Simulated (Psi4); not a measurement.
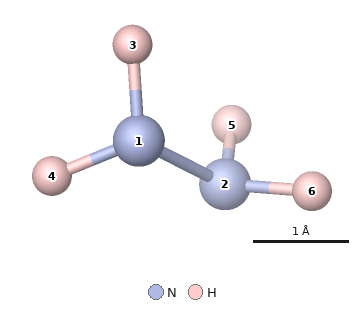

Fig. 1: The structure (ball-and-stick view, seen at a tilt; atoms are numbered from 1 in the order of the input). Bond lengths as drawn: H–N 1.01 Å and N–N 1.42 Å.

N$_{2}$H$_{4}$ (charge +1): single-point calculation

- system: N$_{2}$H$_{4}$, charge +1, multiplicity 2
- method: B3LYP/cc-pVTZ, UKS (Psi4 1.11)

The geometry is that of the parent species in another charge or spin state. The geometry comes from this level: PBE0-D4/def2-TZVP.

### Input (h4n2.json)
```
{
 "schema_name": "qcschema_input",
 "schema_version": 1,
 "molecule": {
  "schema_name": "qcschema_molecule",
  "schema_version": 2,
  "symbols": ["N", "N", "H", "H", "H", "H"],
  "geometry": [-0.255302, -1.32602082, 0.37019735, 0.8452745, 1.10322211, 0.16988638, -2.03372326, -1.39386199, -0.34109557, 0.82902285, -2.55528767, -0.60981462, 0.19634254, 2.08758045, -1.34113863, 0.41857434, 2.08417894, 1.75196509],
  "molecular_charge": 1,
  "molecular_multiplicity": 2,
  "fix_symmetry": "c1"
 },
 "driver": "energy",
 "model": {
  "method": "b3lyp",
  "basis": "cc-pVTZ"
 },
 "keywords": {
  "reference": "uks",
  "puream": true,
  "e_convergence": 1e-09,
  "d_convergence": 1e-08,
  "scf_type": "pk",
  "dft_radial_points": 99,
  "dft_spherical_points": 590,
  "maxiter": 200
 }
}
```

Launched with:
```bash
psi4 --qcschema h4n2.json -n 1 --memory 1600MB
```

### The program's output
```
Psi4 1.11 release

   => Loading Basis Set <=

    Name: CC-PVTZ
    Role: ORBITAL
    Keyword: BASIS

         ---------------------------------------------------------
                                   SCF
                              UKS Reference
                        1 Threads,   1525 MiB Core
         ---------------------------------------------------------

  ==> Geometry <==

    Molecular point group: c1
    Full point group: C1

    Geometry (in Bohr), charge = 1, multiplicity = 2:

       Center              X                  Y                   Z               Mass
    ------------   -----------------  -----------------  -----------------  -----------------
         N           -0.494616627681    -1.235641737576     0.151124891201    14.003074004430
         N            0.605959872319     1.193601192424    -0.049186078799    14.003074004430
         H           -2.273037887681    -1.303482907576    -0.560168028799     1.007825032230
         H            0.589708222319    -2.464908587576    -0.828887078799     1.007825032230
         H           -0.042972087681     2.177959532424    -1.560211088799     1.007825032230
         H            0.179259712319     2.174558022424     1.532892631201     1.007825032230

  Running in c1 symmetry.

  Rotational constants: A =      4.88158  B =      0.82647  C =      0.82534 [cm^-1]
  Rotational constants: A = 146346.18250  B =  24777.04969  C =  24743.08809 [MHz]
  Nuclear repulsion =   41.833711011108598

  Charge       = 1
  Multiplicity = 2
  Electrons    = 17
  Nalpha       = 9
  Nbeta        = 8

  ==> Algorithm <==

  SCF Algorithm Type is PK.
  DIIS enabled.
  MOM disabled.
  Fractional occupation disabled.
  Guess Type is SAD.
  Energy threshold   = 1.00e-09
  Density threshold  = 1.00e-08
  Integral threshold = 1.00e-12

  ==> Primary Basis <==

  Basis Set: CC-PVTZ
    Blend: CC-PVTZ
    Number of shells: 44
    Number of basis functions: 116
    Number of Cartesian functions: 130
    Spherical Harmonics?: true
    Max angular momentum: 3

  ==> DFT Potential <==

   => LibXC <=

    Version 7.1.2

   => Composite Functional: B3LYP <=

    B3LYP Hyb-GGA Exchange-Correlation Functional

    Deriv               =              1
    GGA                 =           TRUE
    Meta                =          FALSE

    Exchange Hybrid     =           TRUE
    MP2 Hybrid          =          FALSE

   => Exchange Functionals <=

    0.0800   Slater exchange
    0.7200         Becke 88

   => Exact (HF) Exchange <=

    0.2000               HF

   => Correlation Functionals <=

    0.1900   Vosko, Wilk & Nusair (VWN5_RPA)
    0.8100   Lee, Yang & Parr

   => LibXC Density Thresholds  <==

    XC_HYB_GGA_XC_B3LYP:  1.00E-15

   => Molecular Quadrature <=

    Radial Scheme          =       TREUTLER
    Pruning Scheme         =           NONE
    Nuclear Scheme         =       TREUTLER

    Blocking Scheme        =         OCTREE
    BS radius alpha        =              1
    Pruning alpha          =              1
    Radial Points          =             99
    Spherical Points       =            590
    Total Points           =         335986
    Total Blocks           =           2460
    Max Points             =            256
    Max Functions          =            116
    Weights Tolerance      =       1.00E-15

  ==> Integral Setup <==

  Using in-core PK algorithm.
   Calculation information:
      Number of atoms:                   6
      Number of AO shells:              44
      Number of primitives:             84
      Number of atomic orbitals:       130
      Number of basis functions:       116

      Integral cutoff                 1.00e-12
      Number of threads:                 1

  Performing in-core PK
  Using 46056582 doubles for integral storage.
  We computed 490477 shell quartets total.
  Whereas there are 490545 unique shell quartets.

  ==> DiskJK: Disk-Based J/K Matrices <==

    J tasked:                  Yes
    K tasked:                  Yes
    wK tasked:                  No
    Memory [MiB]:             1029
    Schwarz Cutoff:          1E-12

  Cached 10.0% of DFT collocation blocks in 0.099 [GiB].

  Minimum eigenvalue in the overlap matrix is 1.1579301900E-03.
  Reciprocal condition number of the overlap matrix is 1.7774280378E-04.
    Using symmetric orthogonalization.

  ==> Pre-Iterations <==

  SCF Guess: Superposition of Atomic Densities via on-the-fly atomic UHF (no occupation information).

   -------------------------
    Irrep   Nso     Nmo
   -------------------------
     A        116     116
   -------------------------
    Total     116     116
   -------------------------

  ==> Iterations <==

                        Total Energy        Delta E     RMS |[F,P]|

   @UKS iter SAD:  -111.49837868748682   -1.11498e+02   0.00000e+00
   @UKS iter   1:  -111.46516573467122    3.32130e-02   4.06993e-03 DIIS/ADIIS
   @UKS iter   2:  -111.44733787267973    1.78279e-02   4.33479e-03 DIIS/ADIIS
   @UKS iter   3:  -111.55118153225953   -1.03844e-01   3.32237e-04 DIIS/ADIIS
   @UKS iter   4:  -111.55177598939106   -5.94457e-04   9.48050e-05 DIIS
   @UKS iter   5:  -111.55167323861789    1.02751e-04   1.72850e-04 DIIS/ADIIS
   @UKS iter   6:  -111.55183886604428   -1.65627e-04   1.38756e-05 DIIS
   @UKS iter   7:  -111.55184168688010   -2.82084e-06   2.92008e-06 DIIS
   @UKS iter   8:  -111.55184187288329   -1.86003e-07   1.00793e-06 DIIS
   @UKS iter   9:  -111.55184188439110   -1.15078e-08   4.95303e-07 DIIS
   @UKS iter  10:  -111.55184188576341   -1.37231e-09   3.78756e-07 DIIS
   @UKS iter  11:  -111.55184188651603   -7.52621e-10   3.02038e-07 DIIS
   @UKS iter  12:  -111.55184188737343   -8.57398e-10   1.79526e-07 DIIS
   @UKS iter  13:  -111.55184188782353   -4.50100e-10   3.57402e-08 DIIS
   @UKS iter  14:  -111.55184188784288   -1.93552e-11   2.72680e-09 DIIS
  Energy and wave function converged.

  ==> Post-Iterations <==

   Electrons on quadrature grid:
      Nalpha   =    9.0000001694 ; deviation = 1.694e-07
      Nbeta    =    8.0000001463 ; deviation = 1.463e-07
      Ntotal   =   17.0000003157 ; deviation = 3.157e-07

   @Spin Contamination Metric:   4.531695151E-03
   @S^2 Expected:                7.500000000E-01
   @S^2 Observed:                7.545316952E-01
   @S   Expected:                5.000000000E-01
   @S   Observed:                5.000000000E-01

    Orbital Energies [Eh]
    ---------------------

    Alpha Occupied:

       1A    -14.690960     2A    -14.690809     3A     -1.305625
       4A     -1.092941     5A     -0.839714     6A     -0.832898
       7A     -0.795006     8A     -0.621527     9A     -0.612861

    Alpha Virtual:

      10A     -0.207266    11A     -0.186257    12A     -0.136880
      13A     -0.125829    14A     -0.091591    15A      0.078845
      16A      0.099060    17A      0.109749    18A      0.138368
      19A      0.159452    20A      0.160211    21A      0.189300
      22A      0.263267    23A      0.288460    24A      0.300659
      25A      0.319377    26A      0.329849    27A      0.379366
      28A      0.425691    29A      0.642844    30A      0.681806
      31A      0.686684    32A      0.701414    33A      0.830461
      34A      0.862193    35A      0.906039    36A      0.948436
      37A      1.001617    38A      1.014746    39A      1.090719
      40A      1.104179    41A      1.179469    42A      1.230004
      43A      1.241256    44A      1.329068    45A      1.370732
      46A      1.400056    47A      1.538739    48A      1.551388
      49A      1.878596    50A      2.038692    51A      2.228082
      52A      2.313990    53A      2.505771    54A      2.701414
      55A      2.728355    56A      2.794912    57A      2.815632
      58A      2.822518    59A      2.846968    60A      2.897665
      61A      2.926729    62A      2.973935    63A      2.984361
      64A      3.061744    65A      3.078465    66A      3.148956
      67A      3.153012    68A      3.158521    69A      3.205693
      70A      3.267780    71A      3.364859    72A      3.392901
      73A      3.422223    74A      3.489396    75A      3.544040
      76A      3.547906    77A      3.579444    78A      3.621116
      79A      3.627462    80A      3.684681    81A      3.790917
      82A      3.847614    83A      3.857080    84A      3.877264
      85A      3.881507    86A      3.957122    87A      4.010376
      88A      4.037538    89A      4.179982    90A      4.195719
      91A      4.357841    92A      4.430353    93A      4.450887
      94A      4.556629    95A      4.725125    96A      4.764282
      97A      4.867233    98A      4.867885    99A      5.132097
     100A      5.182836   101A      5.206314   102A      5.272950
     103A      5.277680   104A      5.463387   105A      5.488769
     106A      5.503834   107A      5.513509   108A      5.600555
     109A      5.661585   110A      5.780753   111A      5.914068
     112A      6.276983   113A      6.358394   114A      6.530287
     115A     11.182643   116A     12.367259

    Beta Occupied:

       1A    -14.680484     2A    -14.680329     3A     -1.280805
       4A     -1.065970     5A     -0.830185     6A     -0.806201
       7A     -0.782133     8A     -0.555746

    Beta Virtual:

       9A     -0.479953    10A     -0.202881    11A     -0.174599
      12A     -0.131656    13A     -0.119470    14A     -0.081073
      15A      0.086425    16A      0.111082    17A      0.112925
      18A      0.147467    19A      0.175423    20A      0.178146
      21A      0.204238    22A      0.269476    23A      0.294653
      24A      0.308995    25A      0.328016    26A      0.337345
      27A      0.388238    28A      0.438643    29A      0.648558
      30A      0.685062    31A      0.692413    32A      0.707821
      33A      0.835849    34A      0.872331    35A      0.912838
      36A      0.963887    37A      1.014208    38A      1.021940
      39A      1.097813    40A      1.117325    41A      1.194090
      42A      1.244637    43A      1.260288    44A      1.343248
      45A      1.377950    46A      1.412401    47A      1.560384
      48A      1.564030    49A      1.886693    50A      2.045928
      51A      2.236957    52A      2.322876    53A      2.535715
      54A      2.735932    55A      2.744008    56A      2.807308
      57A      2.820268    58A      2.840619    59A      2.863424
      60A      2.905113    61A      2.936679    62A      2.986434
      63A      2.992329    64A      3.069808    65A      3.087278
      66A      3.159289    67A      3.162583    68A      3.170172
      69A      3.218402    70A      3.274623    71A      3.370916
      72A      3.406651    73A      3.435104    74A      3.504040
      75A      3.553319    76A      3.553343    77A      3.588079
      78A      3.626176    79A      3.637051    80A      3.697074
      81A      3.802590    82A      3.860075    83A      3.867237
      84A      3.894937    85A      3.898299    86A      3.966247
      87A      4.024549    88A      4.054377    89A      4.199048
      90A      4.226281    91A      4.383376    92A      4.452384
      93A      4.466120    94A      4.591107    95A      4.747704
      96A      4.785344    97A      4.887042    98A      4.888094
      99A      5.143227   100A      5.194825   101A      5.226089
     102A      5.284286   103A      5.304159   104A      5.481671
     105A      5.497990   106A      5.517944   107A      5.528888
     108A      5.615648   109A      5.689697   110A      5.795326
     111A      5.924997   112A      6.290683   113A      6.370167
     114A      6.541912   115A     11.195975   116A     12.381597

    Final Occupation by Irrep:
              A
    DOCC [     8 ]
    SOCC [     1 ]
    NA   [     9 ]
    NB   [     8 ]

  @UKS Final Energy:  -111.55184188784288

   => Energetics <=

    Nuclear Repulsion Energy =             41.8337110111085977
    One-Electron Energy =                -227.8941856067109200
    Two-Electron Energy =                  86.6302259417836353
    DFT Exchange-Correlation Energy =     -12.1215932340241928
    Empirical Dispersion Energy =           0.0000000000000000
    VV10 Nonlocal Energy =                  0.0000000000000000
    Total Energy =                       -111.5518418878428832

  UHF NO Occupations:
  HONO-2 :    7  A 1.9998031
  HONO-1 :    8  A 1.9982463
  HONO-0 :    9  A 1.0000000
  LUNO+0 :   10  A 0.0017537
  LUNO+1 :   11  A 0.0001969
  LUNO+2 :   12  A 0.0001593
  LUNO+3 :   13  A 0.0000639

Computation Completed

Properties will be evaluated at   0.000000,   0.000000,   0.000000 [a0]

Properties computed using the SCF density matrix

 Multipole Moments:

 ------------------------------------------------------------------------------------
     Multipole            Electronic (a.u.)      Nuclear  (a.u.)        Total (a.u.)
 ------------------------------------------------------------------------------------

 L = 1.  Multiply by 2.5417464519 to convert [e a0] to [Debye]
 Dipole X            :          0.2477366           -0.7676393           -0.5199027
 Dipole Y            :         -0.0934284            0.2898422            0.1964139
 Dipole Z            :          0.2267481           -0.7028019           -0.4760538
 Magnitude           :                                                    0.7317817

 ------------------------------------------------------------------------------------

	total time  =         41 seconds =       0.68 minutes

    Psi4 run time: 0:00:41.23
```

### File result.json
```
{
 "driver": "energy",
 "model": {
  "method": "b3lyp",
  "basis": "cc-pVTZ"
 },
 "success": true,
 "return_result": -111.55184188784288,
 "properties": {
  "calcinfo_nbasis": 116,
  "calcinfo_nmo": 116,
  "calcinfo_nalpha": 9,
  "calcinfo_nbeta": 8,
  "calcinfo_natom": 6,
  "nuclear_repulsion_energy": 41.8337110111086,
  "return_energy": -111.55184188784288,
  "scf_one_electron_energy": -227.89418560671092,
  "scf_two_electron_energy": 86.63022594178364,
  "scf_xc_energy": -12.121593234024193,
  "scf_dipole_moment": [-0.5199026980695064, 0.19641385089890662, -0.4760537505812652],
  "scf_total_energy": -111.55184188784288,
  "scf_iterations": 14
 }
}
```

### Key numbers

| quantity | value |
| --- | --- |
| outcome | converged |
| total energy | −111.551842 hartree |
| basis functions | 116 |
| ⟨S²⟩ | 0.755 |
| hardware | 1 thread of AMD EPYC (Zen 3), 192 GiB of memory available, shared host |
| wall time | 43 s |
| peak memory | 0.69 GiB |
